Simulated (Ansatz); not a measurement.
# CH4BF: molecular dynamics

Purpose: to follow the molecule's vibrations and see whether its bonds hold. The start is relaxed first. Runs: 300 steps of 0.25 fs under a Nosé-Hoover thermostat at 300 K. SMILES of the start: CBF.

Program: Ansatz 0.2.0. Level of theory: RKS PBE0/def2-SVP. These are calculated values, not measurements.

### 1 The structure to begin with

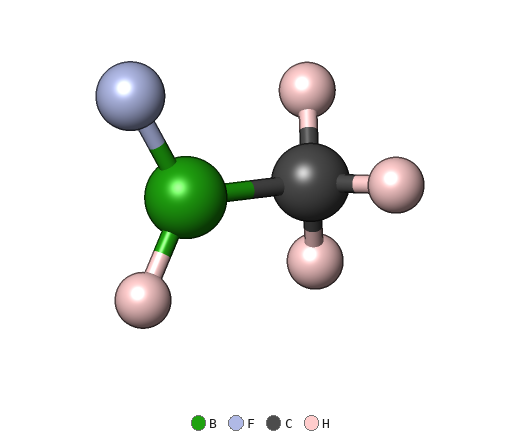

Start, viewed from a chosen angle; boron green, fluorine light blue, carbon dark grey, hydrogen pink.

Coordinates:

```xyz
7

B     0.0000    0.0000    0.0000
F     0.0000    0.0000    1.3200
C     1.3856    0.0000   -0.8000
H     1.7152   -1.0462   -0.9702
H     1.2491    0.5080   -1.7774
H     2.1552    0.5381   -0.2082
H    -1.0305    0.0000   -0.5950
```

### 2 Preparing the start

input.yaml reads:

```yaml
crystal:
  periodic: [false, false, false]
  atoms:
    - { symbol: B, position_ang: [0.0, 0.0, 0.0] }
    - { symbol: F, position_ang: [0.0, 0.0, 1.32] }
    - { symbol: C, position_ang: [1.3856, 0.0, -0.8] }
    - { symbol: H, position_ang: [1.7152, -1.0462, -0.9702] }
    - { symbol: H, position_ang: [1.2491, 0.508, -1.7774] }
    - { symbol: H, position_ang: [2.1552, 0.5381, -0.2082] }
    - { symbol: H, position_ang: [-1.0305, 0.0, -0.595] }
basis:
  gaussian: { orbitals: def2-SVP }
hamiltonian:
  xc: pbe0
relax:
  f_tol: 0.02
  max_steps: 40
```

Command:

```sh
$ ansatz run input.yaml --threads 1 --pin off --max-ram 2048MiB --backend cpu --events-out ev --progress --plain --runs-dir out
```

Log, cut to the lines that bear on the results:

```text
Warning: RAYON_NUM_THREADS=1 ignored (pool sized by the plan → 1); use --threads N
[...]
Functional definition: PBE0
[...]
686 factors; integrals over basis functions are off by at most 5.7e-4 eV
[...]
mean field -4488.45903733 eV, -164.9478272352 hartree, gradient 2.2e-5 eV, S^2 0.000000; 0 other end points of the search recorded, 0 dependent functions left out
[...]
reference -4488.45905917 eV, -164.9478280375 hartree; 12, 12 occupied and 50, 50 virtual orbitals, 686 factors
relax step   1: F+E_penalty+E_count = -4488.45903733 eV  Δ(F+E_penalty+E_count) = +0.000e0 eV  max|allowed force component| = 1.414e0 eV/Å  Δτ_max = 0.0000 Å  (23 SCF iters, accepted)
[...]
relax step   5: F+E_penalty+E_count = -4488.52108666 eV  Δ(F+E_penalty+E_count) = -9.996e-4 eV  max|allowed force component| = 1.240e-1 eV/Å  Δτ_max = 0.0459 Å  (23 SCF iters, accepted)
[...]
relax step   9: F+E_penalty+E_count = -4488.52439291 eV  Δ(F+E_penalty+E_count) = -9.645e-4 eV  max|allowed force component| = 2.262e-2 eV/Å  Δτ_max = 0.0141 Å  (23 SCF iters, accepted)
[...]
relax step  13: F+E_penalty+E_count = -4488.52335606 eV  Δ(F+E_penalty+E_count) = +1.881e-3 eV  max|allowed force component| = 2.584e-1 eV/Å  Δτ_max = 0.0733 Å  (26 SCF iters, rejected (line search))
[...]
relax step  16: F+E_penalty+E_count = -4488.52595074 eV  Δ(F+E_penalty+E_count) = -6.013e-5 eV  max|allowed force component| = 3.440e-2 eV/Å  Δτ_max = 0.0087 Å  (22 SCF iters, accepted)
[...]
relax step  17: F+E_penalty+E_count = -4488.52603630 eV  Δ(F+E_penalty+E_count) = -8.557e-5 eV  max|allowed force component| = 8.484e-3 eV/Å  Δτ_max = 0.0122 Å  (23 SCF iters, accepted)
686 factors; integrals over basis functions are off by at most 5.0e-4 eV
mean field -4488.52603630 eV, -164.9502894018 hartree, gradient 3.1e-5 eV, S^2 0.000000; 1 other end points of the search recorded, 0 dependent functions left out
[...]
reference -4488.52605770 eV, -164.9502901882 hartree; 12, 12 occupied and 50, 50 virtual orbitals, 686 factors
Total energy: -4488.52605770 eV, -164.9502901882 hartree
Atom 0 at     0.022959    -0.007718    -0.014330 Å, force     0.000339    -0.008484     0.000235 eV/Å
Atom 1 at    -0.040108     0.285244     1.277302 Å, force    -0.001552     0.003198     0.001146 eV/Å
Atom 2 at     1.384666     0.014212    -0.770410 Å, force     0.000842     0.005580     0.000014 eV/Å
Atom 3 at     1.597461    -0.998964    -1.155236 Å, force    -0.001766     0.001560    -0.000261 eV/Å
Atom 4 at     1.306440     0.654287    -1.665489 Å, force     0.003929     0.000205    -0.003302 eV/Å
Atom 5 at     2.232771     0.347649    -0.155773 Å, force    -0.000093    -0.002426     0.000241 eV/Å
Atom 6 at    -1.029587    -0.294810    -0.546864 Å, force    -0.001699     0.000366     0.001926 eV/Å
Dipole moment:     0.136479    -0.035592    -0.221698 e Å
```

It took 27 s on 1 thread of Arm Neoverse V2, shared host; peak memory 0.13 GiB.

Relaxation path:

| step | energy from step 1 (eV) | largest force component (eV/Å) |
| --- | --- | --- |
| 1 | 0.0000 | 1.4141 |
| 2 | -0.0505 | 0.5940 |
| 3 | -0.0509 | 0.5252 |
| 4 | -0.0611 | 0.1299 |
| 5 | -0.0621 | 0.1240 |
| 6 | -0.0644 | 0.1464 |
| 7x | -0.0629 | 0.3152 |
| 8x | -0.0643 | 0.0866 |
| 9 | -0.0654 | 0.0226 |
| 10 | -0.0661 | 0.0112 |
| 11x | -0.0633 | 0.3866 |
| 12 | -0.0662 | 0.1035 |
| 13x | -0.0643 | 0.2584 |
| 14 | -0.0668 | 0.0079 |
| 15 | -0.0669 | 0.0632 |
| 16 | -0.0669 | 0.0344 |
| 17 | -0.0670 | 0.0085 |

Step 1 is the start. 4 steps were tried and not accepted (marked x).

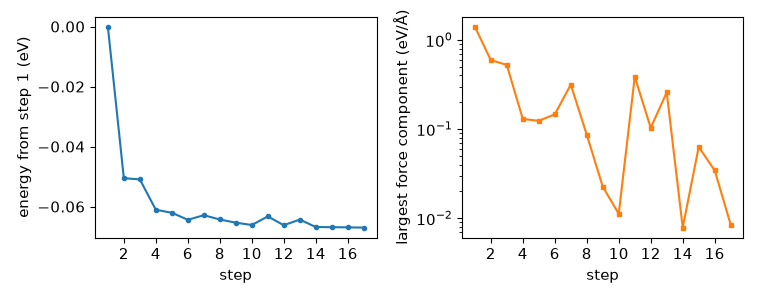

Energy and largest force along the relaxation.

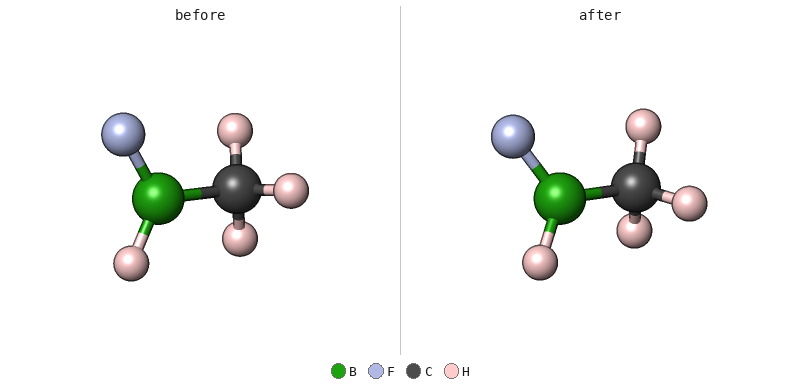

The structure before (left) and after (right), drawn at the same scale.

After: Bond lengths: B1–F2 1.326 Å, B1–C3 1.558 Å, C3–H4 1.104 Å, C3–H5 1.103 Å, C3–H6 1.099 Å, B1–H7 1.214 Å. Angles: F2–B1–C3 120.8°, F2–B1–H7 116.0°, C3–B1–H7 123.3°, B1–C3–H4 108.9°, B1–C3–H5 109.9°, B1–C3–H6 114.0°, H4–C3–H5 105.3°, H4–C3–H6 108.9°, H5–C3–H6 109.4°.

### 3 The run

300 steps of 0.25 fs under a Nosé-Hoover thermostat at 300 K, from the relaxed start. H is given a mass of 2.014 u.

input.yaml reads:

```yaml
crystal:
  periodic: [false, false, false]
  atoms:
    - { symbol: B, position_ang: [0.022959, -0.007718, -0.01433] }
    - { symbol: F, position_ang: [-0.040108, 0.285244, 1.277302] }
    - { symbol: C, position_ang: [1.384666, 0.014212, -0.77041] }
    - { symbol: H, position_ang: [1.597461, -0.998964, -1.155236] }
    - { symbol: H, position_ang: [1.30644, 0.654287, -1.665489] }
    - { symbol: H, position_ang: [2.232771, 0.347649, -0.155773] }
    - { symbol: H, position_ang: [-1.029587, -0.29481, -0.546864] }
basis:
  gaussian: { orbitals: def2-SVP }
hamiltonian:
  xc: pbe0
md:
  timestep: 0.25
  n_steps: 300
  ensemble: nvt_nose_hoover
  temperature: 300.0
  initial_velocities: maxwell_boltzmann
  seed: 986547
  nose_hoover: { tau: 300.0, chain_length: 1 }
  masses: [{ species: H, mass: 2.014 }]
```

Command:

```sh
$ ansatz run input.yaml --threads 1 --pin off --max-ram 2048MiB --backend cpu --events-out ev --progress --plain --runs-dir out
```

Log, cut to the lines that bear on the results:

```text
Warning: RAYON_NUM_THREADS=1 ignored (pool sized by the plan → 1); use --threads N
[...]
[... 1 set-up line as earlier in the session ...]
[...]
686 factors; integrals over basis functions are off by at most 4.8e-4 eV
[...]
mean field -4488.52603107 eV, -164.9502892098 hartree, gradient 2.8e-5 eV, S^2 0.000000; 0 other end points of the search recorded, 0 dependent functions left out
[...]
reference -4488.52605281 eV, -164.9502900084 hartree; 12, 12 occupied and 50, 50 virtual orbitals, 686 factors
md step     0: t =     0.00 fs  T =   300.0 K  F+E_penalty+E_count = -4488.52603107 eV  E_kin = 0.193890 eV  conserved = -4488.33214108 eV  (22 SCF iters)
[...]
md step    20: t =     5.00 fs  T =   151.6 K  F+E_penalty+E_count = -4488.43004515 eV  E_kin = 0.097997 eV  conserved = -4488.33205202 eV  (20 SCF iters)
[...]
md step    40: t =    10.00 fs  T =    99.5 K  F+E_penalty+E_count = -4488.39632660 eV  E_kin = 0.064293 eV  conserved = -4488.33205817 eV  (20 SCF iters)
[...]
md step    60: t =    15.00 fs  T =   198.0 K  F+E_penalty+E_count = -4488.45998061 eV  E_kin = 0.127964 eV  conserved = -4488.33209845 eV  (22 SCF iters)
[...]
md step    80: t =    20.00 fs  T =   199.3 K  F+E_penalty+E_count = -4488.46069692 eV  E_kin = 0.128810 eV  conserved = -4488.33208648 eV  (21 SCF iters)
md step    81: t =    20.25 fs  T =   194.7 K  F+E_penalty+E_count = -4488.45771155 eV  E_kin = 0.125832 eV  conserved = -4488.33208465 eV  (21 SCF iters)
```

### 4 More of the same log: dynamics from the start

Output, continued, cut to the lines that bear on the results:

```text
md step    82: t =    20.50 fs  T =   189.9 K  F+E_penalty+E_count = -4488.45460450 eV  E_kin = 0.122733 eV  conserved = -4488.33208265 eV  (21 SCF iters)
[...]
md step   108: t =    27.00 fs  T =   163.4 K  F+E_penalty+E_count = -4488.43731252 eV  E_kin = 0.105576 eV  conserved = -4488.33208901 eV  (21 SCF iters)
[...]
md step   134: t =    33.50 fs  T =   215.1 K  F+E_penalty+E_count = -4488.47051338 eV  E_kin = 0.138988 eV  conserved = -4488.33209740 eV  (20 SCF iters)
[...]
md step   160: t =    40.00 fs  T =   118.1 K  F+E_penalty+E_count = -4488.40756950 eV  E_kin = 0.076359 eV  conserved = -4488.33203712 eV  (20 SCF iters)
[...]
md step   185: t =    46.25 fs  T =   163.7 K  F+E_penalty+E_count = -4488.43675991 eV  E_kin = 0.105769 eV  conserved = -4488.33206473 eV  (20 SCF iters)
md step   186: t =    46.50 fs  T =   164.3 K  F+E_penalty+E_count = -4488.43714964 eV  E_kin = 0.106173 eV  conserved = -4488.33206249 eV  (20 SCF iters)
```

### 5 The log goes on: dynamics from the start

The log, continued, cut to the lines that bear on the results:

```text
md step   187: t =    46.75 fs  T =   165.3 K  F+E_penalty+E_count = -4488.43779241 eV  E_kin = 0.106829 eV  conserved = -4488.33206103 eV  (23 SCF iters)
[...]
md step   208: t =    52.00 fs  T =   201.7 K  F+E_penalty+E_count = -4488.46104205 eV  E_kin = 0.130350 eV  conserved = -4488.33209587 eV  (21 SCF iters)
[...]
md step   229: t =    57.25 fs  T =   135.0 K  F+E_penalty+E_count = -4488.41762555 eV  E_kin = 0.087250 eV  conserved = -4488.33206589 eV  (22 SCF iters)
[...]
md step   250: t =    62.50 fs  T =   153.2 K  F+E_penalty+E_count = -4488.42916921 eV  E_kin = 0.099036 eV  conserved = -4488.33209472 eV  (21 SCF iters)
[...]
md step   298: t =    74.50 fs  T =   158.1 K  F+E_penalty+E_count = -4488.43145029 eV  E_kin = 0.102190 eV  conserved = -4488.33204356 eV  (21 SCF iters)
md step   299: t =    74.75 fs  T =   160.4 K  F+E_penalty+E_count = -4488.43289113 eV  E_kin = 0.103649 eV  conserved = -4488.33204442 eV  (21 SCF iters)
[...]
md step   300: t =    75.00 fs  T =   163.5 K  F+E_penalty+E_count = -4488.43486415 eV  E_kin = 0.105639 eV  conserved = -4488.33204658 eV  (24 SCF iters)
Total energy: -4488.43488569 eV, -164.9469396788 hartree
Atom 0 at     0.053716    -0.133383     0.029663 Å, force    -0.725615    -0.564013    -0.475367 eV/Å
Atom 1 at    -0.061449     0.394376     1.238121 Å, force     0.062704     0.059537     0.023303 eV/Å
Atom 2 at     1.377382    -0.013697    -0.782098 Å, force    -0.178308    -0.364773    -0.097955 eV/Å
Atom 3 at     1.424818    -0.733300    -1.637303 Å, force     0.161412     0.580603     0.502190 eV/Å
Atom 4 at     1.467162     1.019050    -1.126188 Å, force    -0.292532     0.401956    -0.586218 eV/Å
Atom 5 at     2.256388    -0.049187    -0.137652 Å, force     0.355739    -0.541213     0.270208 eV/Å
Atom 6 at    -0.961622    -0.716923    -0.419044 Å, force     0.616600     0.427903     0.363840 eV/Å
Dipole moment:     0.171215     0.002323    -0.188048 e Å
```

It took 6.5 min on 1 thread of Arm Neoverse V2, shared host; peak memory 0.1 GiB.

### 6 Frames and traces

One step in 12; energies are changes from step 0:

| time (fs) | T (K) | potential energy change (meV/atom) | conserved energy change (meV/atom) |
| --- | --- | --- | --- |
| 0.0 | 300 | 0.0 | 0.00 |
| 3.0 | 217 | 7.7 | 0.01 |
| 6.0 | 133 | 15.4 | 0.01 |
| 9.0 | 103 | 18.2 | 0.01 |
| 12.0 | 118 | 16.8 | 0.01 |
| 15.0 | 198 | 9.4 | 0.01 |
| 18.0 | 225 | 7.0 | 0.01 |
| 21.0 | 180 | 11.1 | 0.01 |
| 24.0 | 137 | 15.1 | 0.01 |
| 27.0 | 163 | 12.7 | 0.01 |
| 30.0 | 173 | 11.8 | 0.01 |
| 33.0 | 207 | 8.7 | 0.01 |
| 36.0 | 211 | 8.3 | 0.00 |
| 39.0 | 127 | 16.1 | 0.01 |
| 42.0 | 140 | 14.9 | 0.01 |
| 45.0 | 164 | 12.7 | 0.01 |
| 48.0 | 177 | 11.6 | 0.01 |
| 51.0 | 207 | 8.7 | 0.01 |
| 54.0 | 173 | 12.0 | 0.01 |
| 57.0 | 137 | 15.3 | 0.01 |
| 60.0 | 136 | 15.4 | 0.01 |
| 63.0 | 153 | 13.8 | 0.01 |
| 66.0 | 137 | 15.4 | 0.01 |
| 69.0 | 169 | 12.5 | 0.01 |
| 72.0 | 172 | 12.2 | 0.01 |
| 75.0 | 163 | 13.0 | 0.01 |

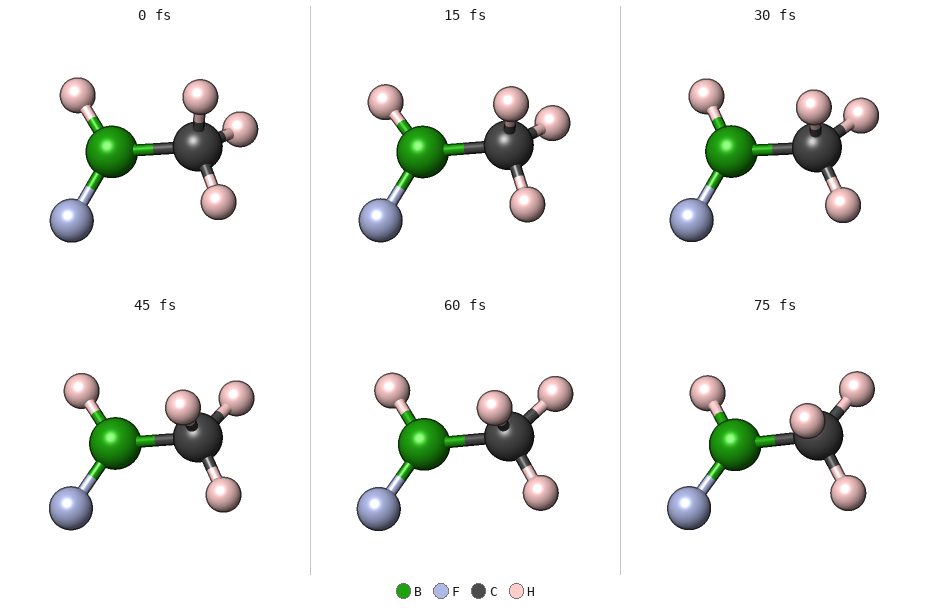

The system at six times, viewed from a chosen angle. Sticks join atoms within a bonding distance in each frame.

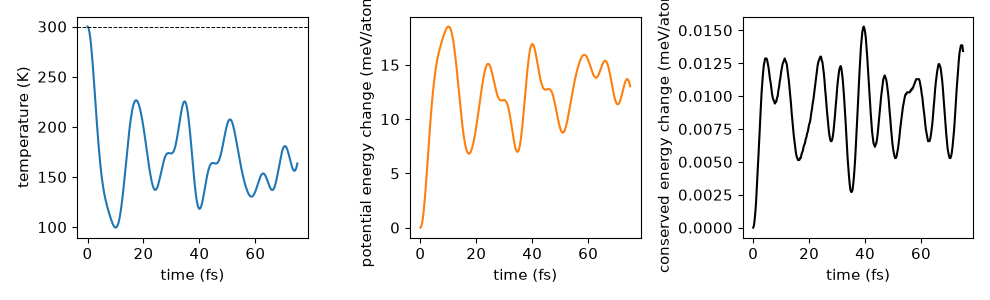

Traces against time; each panel has its own scale. The dashed line is the set temperature.

### 7 Snapshots as a file

Extended XYZ, with forces in eV/Å:

```xyz
7
time_fs=9.5 T=101 dE=0.1290
B     0.040   -0.034   -0.002   -0.573    0.197   -0.378
F    -0.054    0.299    1.269    0.615    0.211    0.599
C     1.388   -0.001   -0.799    0.142    1.271    0.832
H     1.571   -0.992   -1.213    0.327   -0.254   -0.284
H     1.418    0.773   -1.601   -0.429   -0.554    0.018
H     2.196    0.348   -0.117   -0.069   -0.605   -0.169
H    -1.060   -0.322   -0.406   -0.012   -0.265   -0.619
7
time_fs=18.8 T=218 dE=0.0532
B     0.017   -0.046   -0.013   -0.292   -0.057    0.276
F    -0.044    0.319    1.279    0.176   -0.149   -0.697
C     1.390    0.018   -0.786   -0.330   -1.008    0.069
H     1.619   -0.947   -1.310   -0.338    0.417    0.284
H     1.383    0.764   -1.589   -0.006    0.285   -0.008
H     2.209    0.186   -0.084    0.282    0.331    0.055
H    -1.065   -0.432   -0.469    0.508    0.181    0.021
7
time_fs=28.0 T=172 dE=0.0833
B    -0.007   -0.060   -0.007    1.392   -0.062    0.065
F    -0.028    0.335    1.266   -0.506   -0.134   -0.356
C     1.378    0.010   -0.754   -0.113   -0.216   -0.169
H     1.580   -0.874   -1.375   -0.245   -0.309    0.032
H     1.334    0.802   -1.529    0.141    0.216    0.322
H     2.251    0.115   -0.088   -0.163    0.401   -0.092
H    -0.977   -0.501   -0.558   -0.506    0.104    0.200
7
time_fs=37.5 T=167 dE=0.0867
B     0.041   -0.083    0.001   -0.998   -0.317   -0.264
F    -0.030    0.346    1.239   -0.352    0.150    0.611
C     1.364   -0.015   -0.740    0.988    1.022   -0.306
H     1.456   -0.869   -1.407    0.370   -0.196   -0.346
H     1.320    0.914   -1.362   -0.188   -0.436   -0.095
H     2.258    0.173   -0.112   -0.223   -0.469   -0.048
H    -0.992   -0.506   -0.547    0.403    0.248    0.448
7
time_fs=47.0 T=167 dE=0.0873
B     0.052   -0.117    0.005    0.257    0.539    0.586
F    -0.048    0.362    1.235    0.127    0.058    0.414
C     1.391   -0.012   -0.756   -0.528   -0.771   -0.252
H     1.454   -0.845   -1.494    0.338    0.600    0.220
H     1.254    0.944   -1.276    0.137    0.203   -0.478
H     2.259    0.092   -0.107    0.333   -0.151    0.083
H    -0.982   -0.470   -0.434   -0.664   -0.478   -0.573
7
time_fs=56.2 T=143 dE=0.1029
B     0.045   -0.128    0.029   -0.585   -0.247   -0.721
F    -0.061    0.381    1.249    0.251   -0.069    0.003
C     1.403   -0.018   -0.773   -0.536   -0.092    0.108
H     1.577   -0.725   -1.597   -0.337   -0.245    0.098
H     1.253    0.953   -1.305    0.449   -0.024    0.374
H     2.297   -0.043   -0.128   -0.085    0.496   -0.088
H    -1.044   -0.542   -0.443    0.843    0.181    0.228
7
time_fs=65.5 T=138 dE=0.1068
B     0.026   -0.140    0.024    1.253    0.570    0.493
F    -0.064    0.395    1.260    0.130   -0.419   -0.927
C     1.383   -0.034   -0.783    0.444    0.906    0.466
H     1.580   -0.674   -1.644   -0.389   -0.513   -0.107
H     1.396    0.988   -1.236   -0.220   -0.124    0.196
H     2.309   -0.029   -0.168   -0.402   -0.090    0.074
H    -0.950   -0.612   -0.436   -0.817   -0.331   -0.195
7
time_fs=75.0 T=163 dE=0.0912
B     0.054   -0.133    0.030   -0.726   -0.564   -0.475
F    -0.061    0.394    1.238    0.063    0.059    0.023
C     1.377   -0.014   -0.782   -0.178   -0.365   -0.098
H     1.425   -0.733   -1.637    0.161    0.581    0.502
H     1.467    1.019   -1.126   -0.292    0.402   -0.586
H     2.256   -0.049   -0.138    0.356   -0.541    0.270
H    -0.962   -0.717   -0.419    0.617    0.428    0.364
```

### 8 Results

```
                              quantity                          value
               relaxation of the start       12 moves, 0.067 eV lower
                                length           300 steps of 0.25 fs
      temperature, first and last step                  300 and 163 K
              temperature, second half  mean 158 K, from 118 to 207 K
         potential energy, second half    +13 meV/atom from the start
largest change of the conserved energy                  0.02 meV/atom
                bonds formed or broken                              0
```

Against a set 300 K the second half averages 158 K with a spread of 22 K; 13 meV/atom has gone into potential energy, and a thermostat that acts over some 300 fs has not made it up in 75 fs. The conserved energy strays from its start by at most 0.02 meV/atom, under 0.1 % of the mean kinetic energy, which is good for a step of 0.25 fs. The bonding pattern survives the run. 75 fs on 7 atoms is far too short and small for converged averages. The nuclei move classically, without zero-point motion, which matters most for hydrogen.
